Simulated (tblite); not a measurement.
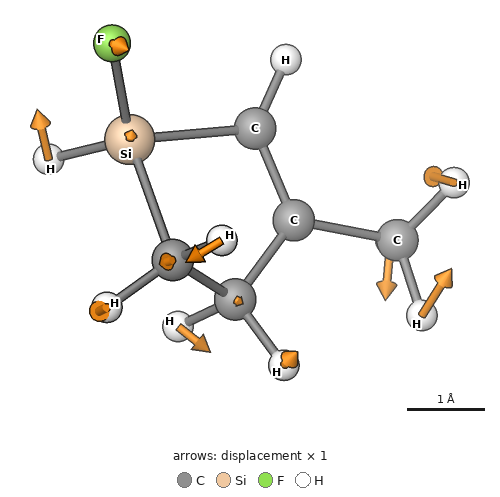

A relaxation of C5H9FSi. The starting structure is drawn; orange arrows show the displacements, at their true length. The two geometries are superimposed by the best rigid fit.

The picture is a ball-and-stick view, seen at a tilt.

Method: GFN2-xTB geometry optimisation, gas phase (tblite). 

> What happened in the run?

The energy falls by 0.613 eV in 128 geometry steps. The atom that moves furthest after the best rigid fit is an H atom (0.96 Å). Largest moves by element: H 0.96 Å, F 0.38 Å, C 0.30 Å, Si 0.17 Å. Among the contacts that change: C–C 1.443 → 1.506 Å, F–Si 1.669 → 1.622 Å, C–C 1.533 → 1.493 Å, C–H 1.126 → 1.094 Å. Bond angles that change, for instance: F–Si–H 116.5° → 103.0°, Si–C–C 94.5° → 105.8°, C–Si–H 110.7° → 119.5°. Groups turn about C–C by about 50°, C–C by about 25°, C–Si by about 25°.
